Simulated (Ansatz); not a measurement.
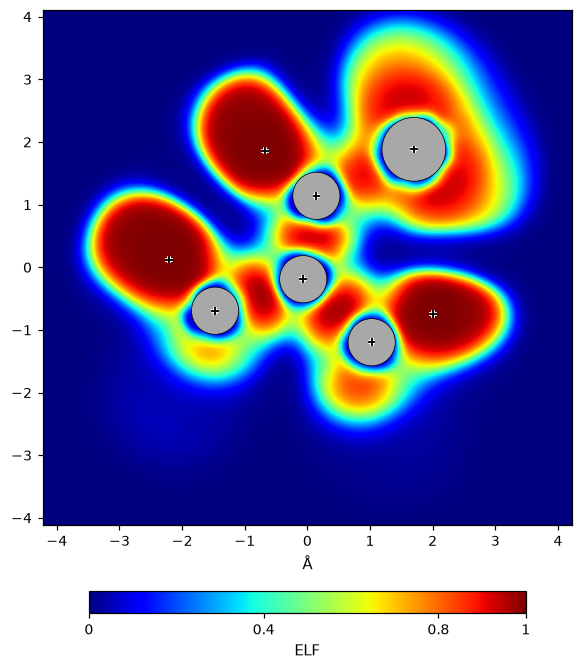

The electron localisation function on a plane through atoms (crosses mark nuclei in the plane; grey discs cover the cores).

Method: Ansatz, isolated molecule in a Gaussian basis; Kohn-Sham density functional theory, functional PBE0.

Candidates:
A. C₄H₅BrCl₂ (SMILES Cl/C=C(/CCl)CBr)
B. C₃H₉BOSi (SMILES C/C=C/BO[SiH3])
C. C₂H₇FO₂Si₂

Q: Which candidate gave the map?

A: Candidate A: C₄H₅BrCl₂ on the plane of atoms C3, C2 and C4, which holds C, Cl and H. C–C (1.35 Å): the ELF peaks at about 0.90 between the atoms (localised, covalent bonding). C–Cl (1.73 Å): the ELF peaks at about 0.90 between the atoms; a shared electron pair.
